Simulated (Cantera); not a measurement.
Charge: 1 mol C, 0.54 mol H2O, at 133 Pa.

Method: chemical equilibrium by Gibbs-energy minimisation in Cantera with the NASA 1993 tables (ideal gas, pure condensed phases). Candidate condensed phases: C, C6H6, C7H8, C8H18, H2O; 131 gas species. Ions and electrons are included (thermal ionisation). Equilibrium is a limit: real reactors are often held back by kinetics, nucleation or transport.

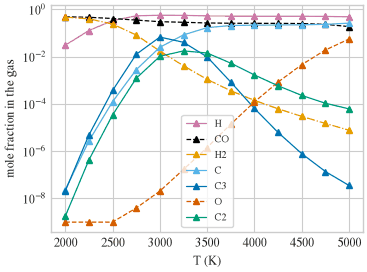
Fig. 1. Equilibrium gas composition (values under 1e-9 drawn at 1e-9)

From 2000 K to 2750 K the condensed part is C(graphite). From 3000 K to 5000 K nothing is condensed. The main C-bearing gas is CO at 2000 K and C at 5000 K.
